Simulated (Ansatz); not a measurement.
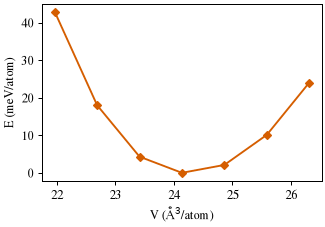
Fig. 1. BaSi₂ in space group P6/mmm (No. 191; Si on 2d, Ba on 1a) under volume change, PBEsol (plane waves, PAW; program Ansatz), shape and atoms relaxed at each volume.

What does a third-order Birch–Murnaghan fit give for V₀, B₀ and B′?

V₀ = 24.23 Å³/atom, B₀ = 53.6 GPa, B′ = 5.4.

The workflow started from an entry of the Crystallography Open Database (COD), which files this formula under 2 space groups. Its standing as an ambient phase is unchecked. Symmetry was held in the PBEsol relaxation; whether a distortion lowers the energy is not shown. Spin–orbit coupling is left out wherever it is not named.

Potentials: the later of the program's two PAW sets.
